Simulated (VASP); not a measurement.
Band structure of W2C (space group P-3m1). Calculation: PBE GGA, VASP's PBE PAW potentials (set 64) (plane waves; VASP).

Unless said otherwise, spin-orbit coupling is left out, though it shifts the bands of the heavy elements here.

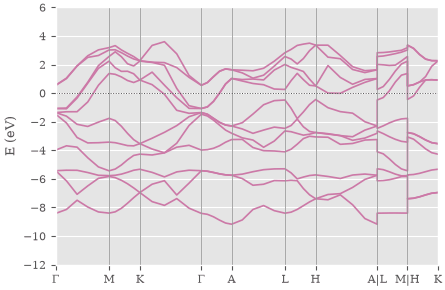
Figure. Bands along high-symmetry lines, zero at the valence-band maximum or, without a gap, the Fermi level

### Question
Read the plot: is there a gap, and where are the band edges?

### Answer
It has no gap at this level: it comes out as a metal or semimetal.

The structure comes from a computed database's W2C entry; how it stands against other phases isn't given here. The cell was not relaxed at this level.
